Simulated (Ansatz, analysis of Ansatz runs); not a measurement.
# Li2SnF6 (P-31m), nudged elastic band: H transfer from F to F (q = 0), part 2 of 2

Aim: the barrier of one jump in Li2SnF6 (P-31m) at charge 0: H transfer from F to F. The model is a cell of 72 host atoms with 1 H put in; H is the atom that moves.

Ansatz 0.2.0; plane-wave PAW DFT, PBEsol; relaxation of all atoms of a defect supercell.

So far: The structure; Relaxation of the start point, charge 0.

### 2. Relaxation of the start point, charge 0 (continued)

Step by step:

```
step  energy less that of the first step (eV)  largest force component (eV/Å)
   1                                   0.0000                          3.2483
   2                                  -1.7049                          1.3698
   3                                  -2.5141                          0.8493
   4                                  -2.6881                          0.3790
   5                                  -2.7397                          0.2019
   6                                  -2.7559                          0.0718
   7                                  -2.7631                          0.1172
   8                                  -2.7660                          0.0747
   9                                  -2.7578                          0.1470
  10                                  -2.7669                          0.0240
  11                                  -2.7633                          0.0766
  12                                  -2.7670                          0.0115
```

Relaxation steps 9, 11 were tried and not accepted.

The atoms that moved most (Å, from the sites as typed, ahead of the random displacement):

```
atom      dx      dy      dz  length
 H73   0.207   0.030   0.345   0.403
 F33  -0.068   0.131   0.364   0.393
Li28  -0.339   0.181  -0.028   0.386
 F61   0.201  -0.001  -0.132   0.241
Sn66   0.143  -0.021  -0.138   0.199
 F72   0.036  -0.148  -0.083   0.173
  F5  -0.030  -0.107  -0.117   0.162
Sn57   0.074  -0.093   0.075   0.141
```

Neighbours of H73 at the end:

```
atom  distance (Å)
 F33         1.042
 F72         1.299
Li28         2.003
 F14         2.290
 F67         2.455
Li11         2.481
 F34         2.543
Li65         2.659
 F71         2.671
Sn57         2.702
```

Among the atoms that came to bonding distance: F72–H73 1.30 Å (from 1.78).

Numbers from this step:

```
free energy                                                                                       : -89345.2569 eV
total moment                                                                                      : 1 μB
integral of the absolute spin density                                                             : 1.039 μB
spin contamination                                                                                : 6.11e-4
r.m.s. move of the farther half of the atoms                                                      : 0.02907 Å
largest move from the ideal geometry of this structure, a common shift of the far atoms taken out : 0.4040 Å
```

The relaxation gained 2.767 eV and ended with a largest force component of 0.011 eV/Å.

### 3. Relaxation of the end point, charge 0

The end point is relaxed in the same cell and settings, so that the two energies compare. Atoms more than 3.2 Å from the middle of the hop start where the first relaxation left them, the nearer ones on or close to their ideal places, with small random displacements.

q0_M1.end/input.yaml reads:

```yaml
crystal:
  lattice:
    - [9.92600377, 6.0e-08, 0.0]
    - [-4.96300194, 8.5961714, 0.0]
    - [0.0, 0.0, 9.1294056]
  atoms:
    - { symbol: Li, position: [0.32956656, 0.16222903, 0.25376679] }
    - { symbol: Li, position: [0.16767356, 0.332737, 0.25174147] }
[... 8 atom lines left out ...]
    - { symbol: Li, position: [0.16666667, 0.33333333, 0.75] }
[... 2 atom lines left out ...]
    - { symbol: F, position: [0.33697409, 0.33697409, 0.87334749] }
[... 13 atom lines left out ...]
    - { symbol: Li, position: [0.33333333, 0.66666667, 0.75] }
[... 4 atom lines left out ...]
    - { symbol: F, position: [0.33697409, 0.5, 0.62665251] }
    - { symbol: F, position: [0.16302591, 0.5, 0.87334749] }
[... 22 atom lines left out ...]
    - { symbol: Sn, position: [0.5, 0.5, 0.0] }
[... 7 atom lines left out ...]
    - { symbol: Li, position: [0.66666667, 0.83333333, 0.75] }
    - { symbol: Sn, position: [0.5, 0.5, 0.5] }
    - { symbol: F, position: [0.66302591, 0.66302591, 0.62665251] }
[... 3 atom lines left out ...]
    - { symbol: F, position: [0.5, 0.83697409, 0.62665251] }
    - { symbol: F, position: [0.5, 0.66302591, 0.87334749] }
    - { symbol: H, position: [0.441329, 0.605874, 0.785137] }
basis:
  ecutwfc: 420
  xc_grid: 2
hamiltonian:
  xc: pbesol
kpoints:
  mp_grid: { grid: [1, 1, 1], shift: [0.25, 0.25, 0.25] }
magnetization:
  spin_polarized: true
  initial_magnetization: 1
  spin_locking: { lock_magnetization: hard }
scf:
  occupations: { method: fixed }
  max_iter: 100
output:
  forces: true
relax:
  f_tol: 0.02
  max_steps: 70
  random_displacement: { amplitude: 0.01, seed: 9147 }
```

Launch:

```
$ ansatz run input.yaml --threads 4 --pin off --max-ram 14131MiB --backend cpu --events-out ev --progress --plain --runs-dir out
```

Numbers of over 12 decimals in the logs are rounded to 6 here.

Output:

```text
[...]
Crystal: 73 atoms, lattice volume = 778.972 Å³
Basis set: ecut = 420 eV, 15259 PW (Γ), exchange–correlation on 144×144×128 points (8 copies of the dense FFT grid, shifted against one another)
Bands: 322, of which v1, the nominal top of the filled ones, is band 249 counted from 1 (248 counted from 0)
Symmetry: 1 space group operations
k-points: 1
[...]
Starting moments: Σ|m| = 1 μB on 73 of 73 sites
[...]
SCF iter   1: F=—  HF=-89362.870227 eV  |F-HF|=—  |Δ(HF+E_count)|=         —  Δρ=4.65e-2 (↑4.51e-2 ↓4.65e-2)  dr2=4.63e1  dr2_m=1.88e-1  M=1.000 μB ∫|m|=1.084 μB  β_m=0.30  ethr=3.10e-3  ⟨swp⟩=4.0  Hψ=2202  notcnv=0  defer=138
[...]
--- Relaxed structure (12 steps of the walk, 9 accepted, 0 SCFs on fresh bases) ---
  F+E_penalty+E_count = -89345.25665202 eV   max|allowed force component| = 1.177e-2 eV/Å
  atoms:
    - { symbol: Li, position: [0.330097, 0.162690, 0.253987] }
    - { symbol: Li, position: [0.168352, 0.333315, 0.251596] }
    [... 8 atoms left out ...]
    - { symbol: Li, position: [0.155713, 0.327089, 0.758410] }
    [... 2 atoms left out ...]
    - { symbol: F, position: [0.337618, 0.335046, 0.877641] }
    [... 13 atoms left out ...]
    - { symbol: Li, position: [0.309439, 0.688486, 0.746764] }
    [... 4 atoms left out ...]
    - { symbol: F, position: [0.337990, 0.516491, 0.667467] }
    - { symbol: F, position: [0.163130, 0.505872, 0.874121] }
    [... 30 atoms left out ...]
    - { symbol: Li, position: [0.674646, 0.840222, 0.738851] }
    [... 1 atom left out ...]
    - { symbol: F, position: [0.672133, 0.672440, 0.632760] }
    [... 3 atoms left out ...]
    - { symbol: F, position: [0.494792, 0.836226, 0.629204] }
    - { symbol: F, position: [0.496063, 0.646729, 0.864897] }
    - { symbol: H, position: [0.417136, 0.563665, 0.753821] }
[key lines of the parts left out:]
SCF converged after 8 iterations
Magnetization: 1.0000 μB (249.0000 up, 248.0000 down)
Free energy (F): -89345.256652 eV
Fermi energy:    6.161982 (↑ 6.161982, ↓ 2.164658) eV
```

It took 5.8 min on 4 threads of Arm Neoverse V1, shared host; peak memory 2.4 GiB; 23 min of CPU time.

Relaxation path:

```
step  energy less that of the first step (eV)  largest force component (eV/Å)
   1                                   0.0000                          3.8013
   2                                  -1.7812                          1.6589
   3                                  -2.4058                          1.8057
   4                                  -2.5773                          0.6520
   5                                  -2.5739                          0.8300
   6                                  -2.7830                          0.3885
   7                                  -2.7580                          1.1109
   8                                  -2.8211                          0.2436
   9                                  -2.8296                          0.2244
  10                                  -2.8326                          0.0517
  11                                  -2.8206                          0.1681
  12                                  -2.8339                          0.0118
```

Relaxation steps 5, 7, 11 were tried and not accepted.

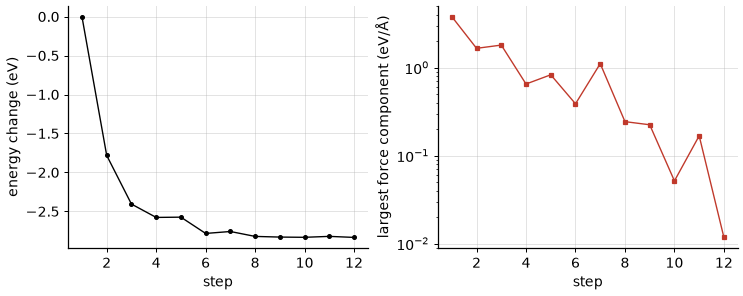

Energy and largest force along the relaxation.

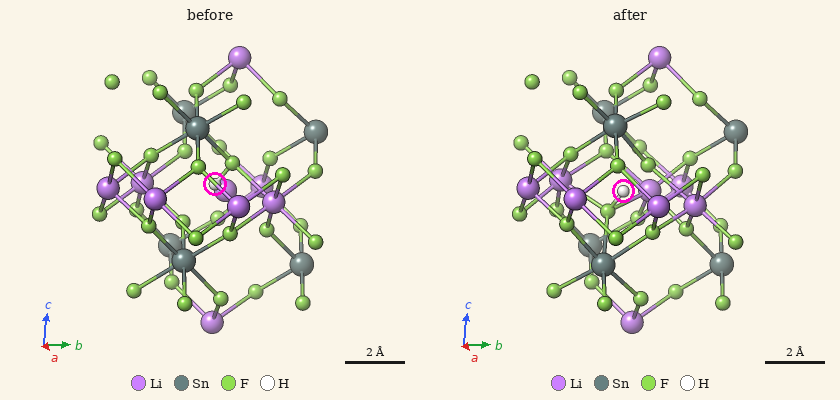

Before and after: the atoms that start within 5 Å of the centre. H73, which moves most, is ringed if it is among them. Bonds to atoms that aren't drawn are left out.

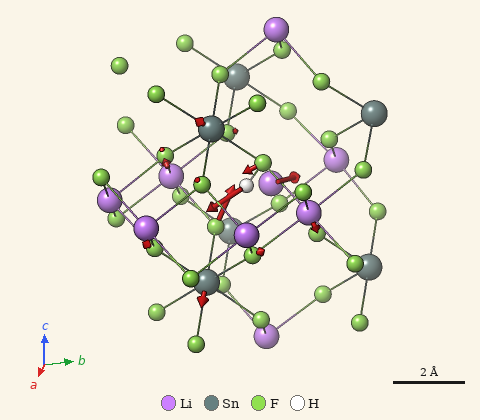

Displacements in the relaxation from the typed sites near the centre, exaggerated; the longest in the cell stands for 0.46 Å. Bonds to atoms that aren't drawn are left out.

The atoms that moved most (Å, from the sites as typed, ahead of the random displacement):

```
atom      dx      dy      dz  length
 H73  -0.031  -0.363  -0.286   0.463
 F33  -0.072   0.142   0.373   0.405
Li28  -0.346   0.188  -0.030   0.395
Sn66   0.140  -0.011  -0.133   0.193
 F72   0.042  -0.140  -0.077   0.165
Sn57   0.076  -0.088   0.080   0.141
Li65   0.045   0.059  -0.102   0.126
Li11  -0.078  -0.053   0.077   0.122
```

Neighbours of H73 at the end:

```
atom  distance (Å)
 F33         1.044
 F72         1.295
Li28         2.002
 F14         2.293
 F67         2.462
Li11         2.481
 F34         2.539
Li65         2.659
 F71         2.669
Sn57         2.701
```

Among the atoms that came to bonding distance: F33–H73 1.04 Å (from 1.78).

Read from the output:

```
free energy                                                                                       : -89345.2567 eV
total moment                                                                                      : 1 μB
integral of the absolute spin density                                                             : 1.039 μB
spin contamination                                                                                : 6.15e-4
r.m.s. move of the farther half of the atoms                                                      : 0.02931 Å
largest move from the ideal geometry of this structure, a common shift of the far atoms taken out : 0.4629 Å
```

The relaxation gained 2.834 eV and ended with a largest force component of 0.012 eV/Å. The end lies within 1 meV of the start.

### 4. No path, charge 0

Analysis of the runs above: comparison of two relaxed ends, PBEsol.

It gives:

- outcome: both ends relax to one structure
- largest difference: 0.01052 Å
- energy difference: 2.05e-4 eV

### 5. Results

```yaml
outcome: both ends relax to one structure
```

What this shows: Start and end relaxed into one structure, so no band was run. The largest move in the relaxations was 0.5 Å. This doesn't show that a second stable place is lacking: the end was set up from the relaxed start, and an atom can slide across on the way. Limits: one k-point off the zone centre stands for the whole zone; PBEsol makes the gap too small and tends to spread out bound carriers; spin–orbit coupling, which can matter with heavy atoms, is left out.

[Logs are printed without paths, hosts, clocks, repeated set-up lines and the standing remarks that a program may print on its own settings, such as how far it seeks lower states.]

[Hosts, paths, dates, database ids (printed as entryN), source tags and the programs' standing remarks are cut or masked in the printed files.]
